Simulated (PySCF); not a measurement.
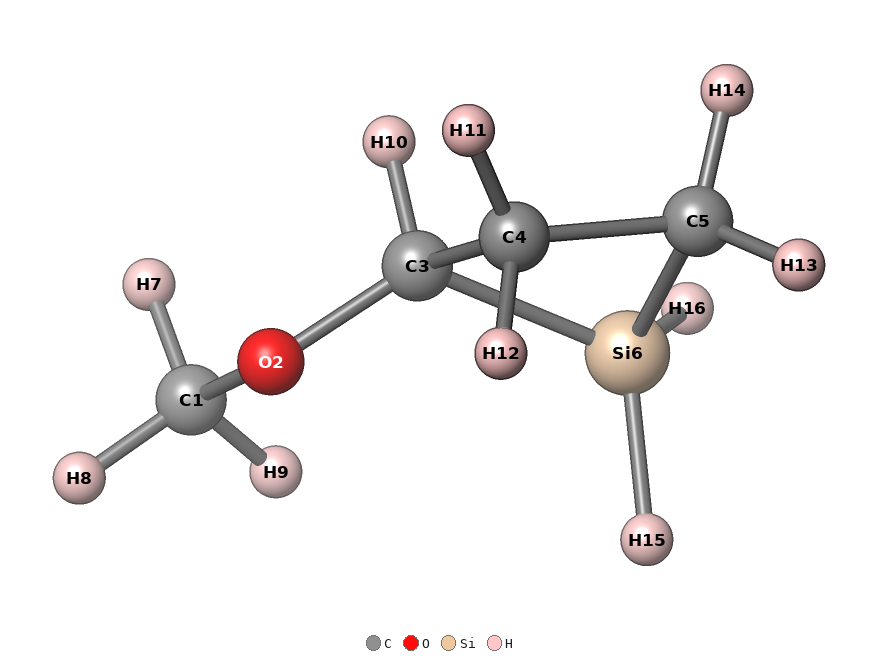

Depth is shown by fading: the farther an atom, the more it takes the colour of the background. The computed structure is the end point of a PBE0-D3(BJ)/def2-SVP optimisation. No frequency run is at hand to confirm it as a minimum.

What is the conformation of the ring C3–C4–C5–Si6?

Answer. It is puckered (butterfly). The Cremer–Pople amplitude Q is 0.33 Å.

Give the torsion angles round the ring, beginning with the bond from its second to its third atom.

Answer. −25°, 20°, −20°, 25°.
